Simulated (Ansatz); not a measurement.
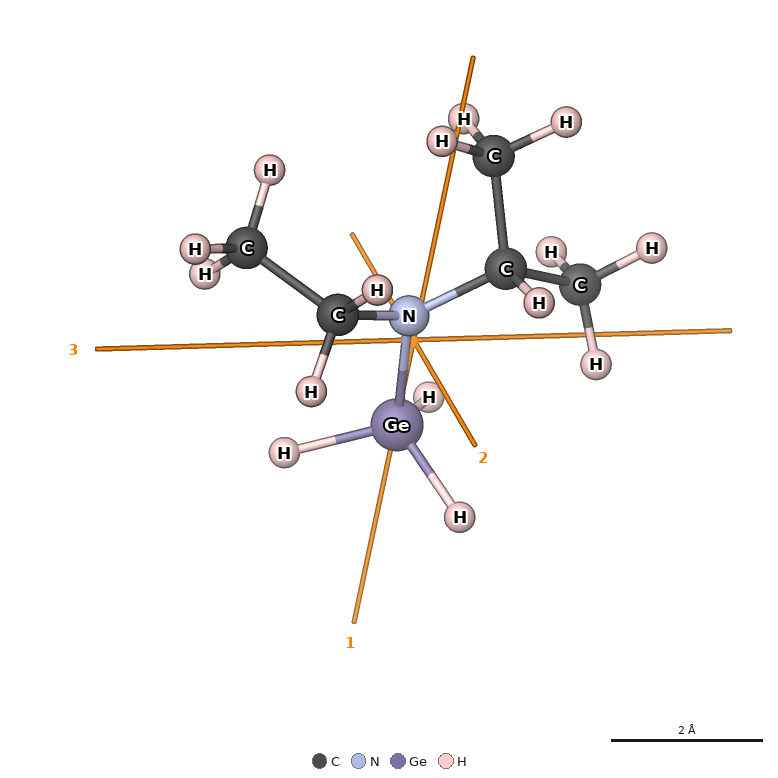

The three principal axes of inertia are drawn and numbered. Depth is shown by fading: the farther an atom, the more it takes the colour of the background. Computed geometry: PBE0-D4/def2-TZVP optimisation. No frequency run is at hand to confirm it as a minimum. Masses are those of the most abundant isotopes; constants are for the rigid equilibrium geometry.

Which line is the a axis (least moment of inertia), which b and which c?

a is line 1, b is line 3, c is line 2; the moments are 259, 365, 575 u Å².

What kind of rotor is it, and what are its rotational constants in MHz?

An asymmetric top (C1): A = 1954, B = 1385, C = 880 MHz. Ray's parameter κ is −0.06, midway between the limits.
